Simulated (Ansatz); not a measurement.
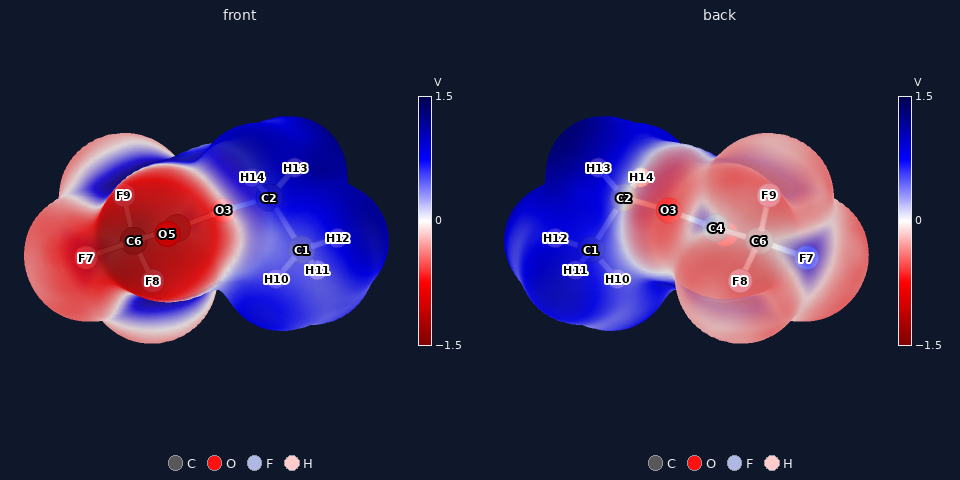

Figure 1: C4H5F3O2. The electrostatic potential painted on the density surface at 0.002 e/bohr³, seen from the front and from behind; the colour scale runs from red (negative) to blue (positive).

Geometry: PBE0-D4/def2-TZVP.

All numbers below come from Ansatz, RKS PBE0-D4/def2-TZVPP.

Input file:

```
crystal:
  periodic: [false, false, false]
  atoms:
    - {symbol: C, position_ang: [-0.369051, -0.259419, -2.034098]}
    - {symbol: C, position_ang: [-0.198219, 0.896218, -1.081900]}
    - {symbol: O, position_ang: [-0.440604, 0.485379, 0.279440]}
    - {symbol: C, position_ang: [0.576209, -0.058393, 0.918169]}
    - {symbol: O, position_ang: [1.683752, -0.237014, 0.509740]}
    - {symbol: C, position_ang: [0.132073, -0.458031, 2.343511]}
    - {symbol: F, position_ang: [1.142185, -0.987880, 3.010651]}
    - {symbol: F, position_ang: [-0.855598, -1.353284, 2.287726]}
    - {symbol: F, position_ang: [-0.308236, 0.606355, 3.015185]}
    - {symbol: H, position_ang: [0.380847, -1.030128, -1.851953]}
    - {symbol: H, position_ang: [-1.363085, -0.699291, -1.937024]}
    - {symbol: H, position_ang: [-0.249807, 0.095066, -3.060298]}
    - {symbol: H, position_ang: [-0.935068, 1.678996, -1.258014]}
    - {symbol: H, position_ang: [0.804622, 1.321437, -1.141116]}
basis:
  gaussian: {orbitals: def2-TZVPP}
hamiltonian: {xc: pbe0, dispersion: d4}
output: {orbitals: {seedname: orbitals}}
```

Run with:

```sh
ansatz run in.yaml --threads 2 --pin off --events-out ev --progress --plain --max-ram 20480MiB --backend cuda --devices 0, --max-vram 18GiB
```

Question: Which sites attract a positive test charge, and which a negative one?

Answer: A positive charge is drawn to the negative regions and a negative charge to the positive ones. The most negative region (about −1.4 V) lies over O5, the most positive (about +1.3 V) over C4 and H13. O5 is the likeliest acceptor of a hydrogen bond.
